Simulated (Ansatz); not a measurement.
**BH₃ClO₂F: nudged elastic band (part 2 of 2)**

BH₃ClO₂F; RKS PBE-D4/def2-SVP (Ansatz 0.2.0). The run did not end well. One setting was made poor on purpose. It belongs to a series of runs on one base structure; here: band between the two ends.

Geometry of the input (Å):
```
B  -0.0462  -0.4475  -0.1534
Cl 0.0502  -0.6217  1.6726
O  1.0875  -0.4717  -0.8900
H  1.8929  -0.5297  -0.3489
O  -1.2537  -0.3876  -0.7588
H  -1.9959  -0.3867  -0.1312
F  0.0837  2.2307  0.7337
H  0.1005  1.5442  1.3803
```

**Log, continued**
```
NEB iter  59: max|band force component| = 1.183e0 eV/Å  barrier→ = 0.2102 eV  barrier← = 0.6707 eV  CI = image 1  Δτ_max = 0.2000 Å  (32 SCF iters)
these checks for a lower state are left out or cut short: starts, cluster_reference, orbital_swaps, neighbouring_geometries, increment
957 factors; their error is unknown
mean field -20040.27976618 eV, -736.4666976178 hartree, gradient 2.2e-5 eV, S^2 0.000000; 0 other end points of the search recorded, 0 dependent functions left out
the calculation of the forces begins
reference -20040.27979481 eV, -736.4666986699 hartree; 25, 25 occupied and 64, 64 virtual orbitals, 957 factors
NEB iter  60: max|band force component| = 1.261e0 eV/Å  barrier→ = -0.2290 eV  barrier← = 0.2314 eV  CI = image 1  Δτ_max = 0.2000 Å  (31 SCF iters)
```

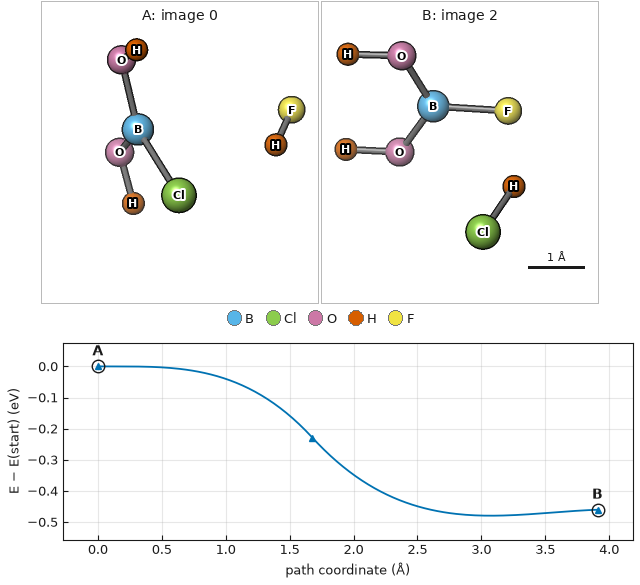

*Images of the last band (counted from 0; ball-and-stick, seen at a tilt) above the energy along the path; the line is a cubic interpolation that uses the forces.*

No image lies above both ends; the end is 0.460 eV below the start. The path is 3.91 Å long. The band had not converged after 60 iterations.

```
Unfinished report: {"positions_ang":[[-0.02908822986044018,0.11880400238083799,-0.3968736986420641],[0.02569594419548846,-0.40880917792200994,2.2558164780338115],[1.0973655734934888,-0.5276502509125968,-0.7747692974149547],[1.924807239318729,-0.11085405025314089,-0.494221407410829],[-1.2488036077981561,-0.37208602802526136,-0.7088457591735048],[-2.003780344308579,0.07866624087157013,-0.30623205480179544],[0.0866789975342705,1.3970013050421812,0.24437354855418697],[0.0662254174251985,0.7550299688184186,1.6850511908551498]],"unchecked":["starts","cluster_reference","orbital_swaps","neighbouring_geometries","increment"],"mean_field":{"relativity":"none","state":{"energy":{"ev":-20040.27979481412,"hartree":-736.4666986698932},"converged":true,"gradient_ev":0.00002242991868123368,"stability":{"kind":"minimum","curvature_ev":113.13099814358256},"curvature_floor_ev":0.00030000000000000003,"spin_squared":-1.0658141036401503e-14},"others":[],"fillings":{"estimated":0,"unestimated":0,"tried":0,"untried":0,"excluded_magnetic_sites":0},"n_dropped_functions":0,"n_trapped_functions":0,"passes":{"evaluations":5,"products":26},"factors":{"origin":"density fitting in generated functions","count":957,"bound_ev":null},"gradient_stop_ev":0.00009,"reference_kind":"stationary","functional":{"name":"PBE","citations":["Perdew, Burke & Ernzerhof, Phys. Rev. Lett. 77, 3865 (1996) doi:10.1103/PhysRevLett.77.3865"],"text":"name \"PBE\"\ncite \"Perdew, Burke & Ernzerhof, Phys. Rev. Lett. 77, 3865 (1996) doi:10.1103/PhysRevLett.77.3865\"\nparent pbe\nparameter kappa = 0.804\nparameter beta = 0.06672455060314922\nexchange = pbe_x(kappa = kappa, mu = beta*pi^2/3)\ncorrelation = pbe_c(beta = beta)\n","parameters":{"beta":{"value":0.06672455060314922,"default":0.06672455060314922},"kappa":{"value":0.804,"default":0.804}},"final_grid":{"core_spheres":13.0,"valence_spheres":11.0,"degree":36.0},"final_grid_parameter_source":"default","radial_points_factor":1.0,"radial_grid_error_ev":3.125828648923977e-7,"grid_sensitivity":"normal","grid_sensitivity_ratio":0.001870803151768979},"unsmoothed_excess_ev":-0.00002862974923168439,"symmetry":{"irreps":["A"],"axes":[[0.9995159572719395,-0.025058185947059386,0.018437420530027976],[0.023805032137005203,0.9975813179028471,0.06530570125322382],[-0.020029268676480708,-0.06483518711519051,0.9976949568420318]],"occupied":[{"A":25},{"A":25}]},"density_repulsion":{"missed_ev":0.00005490268612253026,"excess_ev":0.00005487620665679906,"most_excess_ev":0.00065,"are_drawn_again":false,"n_first_factors":957,"energy_change_ev":0.0,"n_dropped_ends":0},"direct_passes":"host"},"factors":{"origin":"density fitting in generated functions","count":957,"bound_ev":null},"n_frozen":0,"n_occupied":[25,25],"n_virtual":[64,64],"reference":{"ev":-20040.27979481412,"hartree":-736.4666986698932},"dispersion":{"energy":{"ev":-0.14262338847338285,"hartree":-0.005241312852791945},"switches_in_reach":[]},"total":{"ev":-20040.422418202594,"hartree":-736.471939982746},"forces_ev_per_angstrom":[[0.1503135347687609,0.7510815554019291,0.2724479802839634],[-0.04146332340996128,-0.8979026232378331,1.1148105872331524],[-0.15843904721950275,-0.08640085133513012,-0.2647689603020116],[0.052562763906486044,0.15776785531096726,0.07051487305031032],[0.12465479566343564,-0.14150143876882984,-0.23453994072787726],[-0.04092823829696021,0.20776114280665267,0.0818368049480332],[-0.12539617004699533,-0.3877146673802997,-1.1536884139572492],[0.038695684631827036,0.39690902719856297,0.11338706947771829]],"charge_distribution":{"dipole_moment_e_ang":[0.015601975084053572,0.38371362970573186,0.003382725042493355],"mulliken_charges_e":[-0.040350315797594405,-0.16530604743459065,-0.07533096465670397,0.19092582053404483,-0.07558815860143042,0.19094353935286923,-0.20201994797572098,0.17672607457910483],"lowdin_charges_e":[-0.949160036760686,0.13896251328066,0.33995656527095086,0.014711525519942148,0.34160956450949076,0.014299225134320026,0.152770151227406,-0.05314950818209385]},"n_threads":2,"memory_gib":2.556818182580173,"seconds":{"hamiltonian":1.110742237,"orbitals":0.0,"second_order":0.0,"solver_start":0.0,"cycles":0.0,"cycle":0.0,"perturbative":0.0,"full_ci_increment":0.0,"forces":0.0}}
this run last wrote the band of iteration 60 to [file]
Error: NEB band did not converge after 60 iterations: max|band force component| = 1.26e0 eV/Å (threshold 5.0e-2); raise `neb.max_iterations` in a new run, which can start from the last band evaluated (`neb.initial_path`, with `crystal.atoms` and `neb.final_atoms` set to its first and last images), add images, or start from endpoints closer to local minima. Where this run's directory can be resumed (`checkpoint.write`), a resume goes on for up to `neb.max_iterations` more; to start a new run from the last band, take its images' positions from the `neb_iteration` event of iteration 60 (`data.images[].positions_ang`), in the event stream of the run that computed that iteration (not this run's, if it was resumed behind it). With `checkpoint.write`, `steps/00-neb/state/checkpoint.json` in the run directory holds the last saved band, under `neb.evaluated.images[].positions_ang` (a band under a hybrid functional on support functions is neither saved nor resumed: `neb.initial_path` says where its path is): check the last entry of `neb.iterations` there, which is earlier than 60 if that iteration was not saved or its write failed. If the band's step has no `state` directory and holds `state.next`, a write was cut short, and the file is under `state.next` instead (behind a loss of power it can be under `state.prev`)
this run wrote the band of iteration 60 to [file] as well, whether or not its events were kept: a new run's `neb.initial_path` can list its `images[].positions_ang`
a run's events are kept only if it was started with --events-out <file>, and are in that file
```

**The last band as extended XYZ (Å, eV, eV/Å)**
```
8
Properties=species:S:1:pos:R:3:forces:R:3 image=0 energy=-20040.19336
B    -0.0462   -0.4475   -0.1534   -0.0024  -0.0054  -0.0210
Cl    0.0502   -0.6217    1.6726    0.0003   0.0018   0.0030
O     1.0875   -0.4717   -0.8900    0.0081  -0.0014   0.0124
H     1.8929   -0.5297   -0.3489   -0.0108   0.0018  -0.0050
O    -1.2537   -0.3876   -0.7588   -0.0068  -0.0013   0.0124
H    -1.9959   -0.3867   -0.1312    0.0105   0.0001  -0.0061
F     0.0837    2.2307    0.7337    0.0011   0.0040   0.0009
H     0.1005    1.5442    1.3803    0.0000   0.0003   0.0033
8
Properties=species:S:1:pos:R:3:forces:R:3 image=1 energy=-20040.42239
B    -0.0291    0.1188   -0.3969    0.1503   0.7511   0.2724
Cl    0.0257   -0.4088    2.2558   -0.0415  -0.8979   1.1148
O     1.0974   -0.5276   -0.7748   -0.1584  -0.0864  -0.2648
H     1.9248   -0.1109   -0.4942    0.0526   0.1578   0.0705
O    -1.2488   -0.3721   -0.7088    0.1247  -0.1415  -0.2345
H    -2.0038    0.0787   -0.3062   -0.0409   0.2078   0.0818
F     0.0867    1.3970    0.2444   -0.1254  -0.3877  -1.1537
H     0.0662    0.7550    1.6851    0.0387   0.3969   0.1134
8
Properties=species:S:1:pos:R:3:forces:R:3 image=2 energy=-20040.65381
B    -0.0241    0.4123   -0.3839    0.0094  -0.0001  -0.0003
Cl    0.1202    0.0966    2.9606    0.0004  -0.0023  -0.0007
O     1.1693   -0.1591   -0.7156    0.0066  -0.0058  -0.0011
H     1.1046   -1.0500   -1.0968   -0.0031   0.0101   0.0052
O    -1.2848   -0.0757   -0.5638   -0.0168  -0.0119  -0.0033
H    -1.3282   -0.9700   -0.9400    0.0045   0.0142   0.0037
F     0.0530    1.6391    0.1867   -0.0022  -0.0079  -0.0033
H     0.1091    1.0368    2.0571    0.0012   0.0036  -0.0002
```

**Outcome**

```json
{"quantity": "outcome", "value": "not converged"}
{"quantity": "barrier, forward (band not converged)", "value": "−0.229 eV"}
{"quantity": "barrier, backward", "value": "0.231 eV"}
{"quantity": "hardware", "value": "2 threads of Arm Neoverse V2, 24 GiB of memory available, shared host"}
{"quantity": "wall time", "value": "71 s (CPU time 2.3 min)"}
{"quantity": "peak memory", "value": "0.12 GiB"}
```

The run did not converge: “NEB band did not converge after 60 iterations: max|band force component| = 1.26e0 eV/Å (threshold 5.0e-2); raise `neb.max_iterations` in a new run, which can start from the last band evaluated (`neb.initial_path`, with `crystal.atoms` and `neb.final_atoms` set to its first and last images), add images, or start from endpoints closer to local minima …” Its last values are not results. A deliberately poor setting: few images.
